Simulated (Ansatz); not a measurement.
The calculation's input:

```
crystal:
  periodic: [false, false, false]
  atoms:
    - {symbol: P, position_ang: [-1.489501, 0.145015, -0.279860]}
    - {symbol: Si, position_ang: [0.627878, -0.034864, 0.444640]}
    - {symbol: Cl, position_ang: [0.826479, -1.849760, 1.394309]}
    - {symbol: H, position_ang: [-1.259124, -0.706526, -1.393657]}
    - {symbol: H, position_ang: [-1.183519, 1.325874, -1.013663]}
    - {symbol: H, position_ang: [0.890878, 1.039424, 1.432668]}
    - {symbol: H, position_ang: [1.648110, 0.012836, -0.630138]}
basis:
  gaussian: {orbitals: def2-TZVPP}
hamiltonian: {xc: pbe0, dispersion: d4}
output: {orbitals: {seedname: orbitals}}
```

Launched as:

```sh
ansatz run in.yaml --threads 2 --pin off --events-out ev --progress --plain --max-ram 4352MiB
```

Geometry: PBE0-D4/def2-TZVP.

The calculation used RKS PBE0-D4/def2-TZVPP (Ansatz 0.2.0).

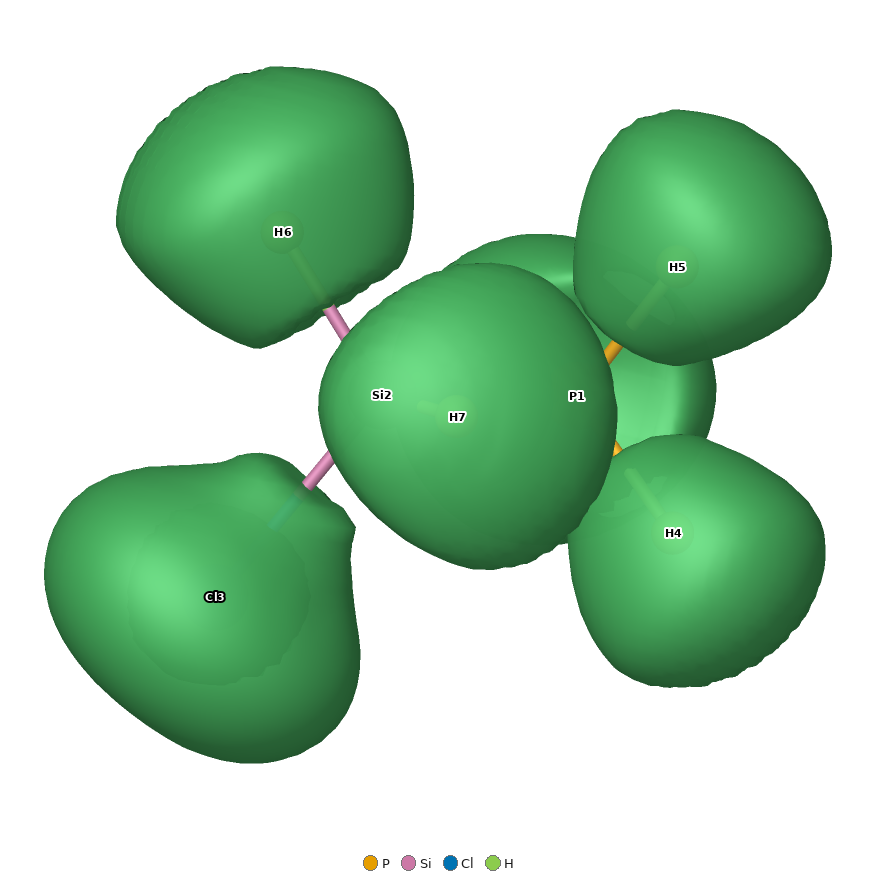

ClH4PSi. Isosurface of the electron localisation function at 0.75 (green), seen at a tilt. Core shells and regions of very low density are left out.

Q: Describe the localisation domains.

A: The surface consists of two regions around hydrogen nuclei, one region on Cl in which the atom's valence shell and bonds are merged and one joined region spread over several atoms (H, P), in which their bonds and any lone pairs are merged. Along the contacts the grid gives the following. Si–Cl (2.06 Å): the ELF peaks at about 0.85 between the atoms: a shared but strongly polarised pair. Si–P (2.25 Å): the ELF peaks at about 0.95 between the atoms: a shared electron pair.
